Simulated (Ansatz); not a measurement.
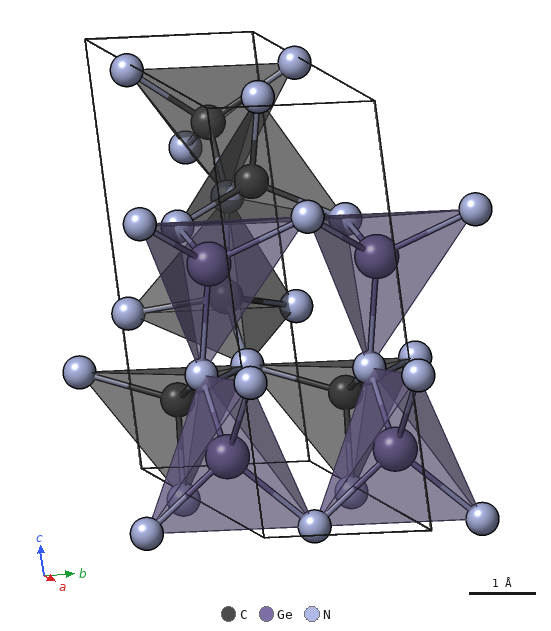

Shown here is a polyhedral view of the crystal, taken slightly off an axis. The edges of the conventional unit cell are marked. Some atoms of the next cells are drawn as well.

GeC2N4, space group Pm (No. 6), a = 6.875 Å, b = 2.645 Å, c = 6.894 Å, α = 90.00°, β = 117.66°, γ = 90.00°. Starting structure: a structure type filled with these elements by a generator (whether the compound takes this form wasn't checked). Earlier steps of the study, as a rule a relaxation of our own, may have changed the cell and positions, so they can lie some per cent off the listed ones. A calculation with Ansatz used it as input.

This one geometry was computed with Ansatz (DFT, plane waves, PAW) at five levels of theory: PBE, PBE0, PBE with spin-orbit coupling, r2SCAN and HSE06. It was relaxed beforehand with r2SCAN.

### Which level gives the highest pressure at this volume, and what does that say about its equilibrium volume?

Highest: PBE (6.3 GPa) and PBE with spin-orbit coupling (6.3 GPa), which points to the largest equilibrium volume. Lowest, with the smallest volume: PBE0 (-4.3 GPa) and HSE06 (-4.2 GPa). Levels within 0.5 GPa of each other can't be told apart.

### How does the band gap change with the level of theory?

PBE: a gap of 2.40 eV, direct; PBE with spin-orbit coupling: a gap of 2.40 eV, direct; r2SCAN: a gap of 2.77 eV, direct; HSE06: a gap of 3.87 eV, direct; PBE0: a gap of 4.64 eV, direct.

### Collect the results in a table.

| level | cutoff (eV) | k-mesh of the run's cell | gap (eV) | pressure (GPa) |
| --- | --- | --- | --- | --- |
| PBE | 420 | 4×10×4 | 2.40 | 6.3 |
| PBE0 | 420 | 4×6×4 | 4.64 | -4.3 |
| PBE with spin-orbit coupling | 420 | 4×10×4 | 2.40 | 6.3 |
| r2SCAN | 500 | 4×10×4 | 2.77 | 0.0 |
| HSE06 | 420 | 4×6×4 | 3.87 | -4.2 |

Gaps are taken on the k-mesh or band path of each run.
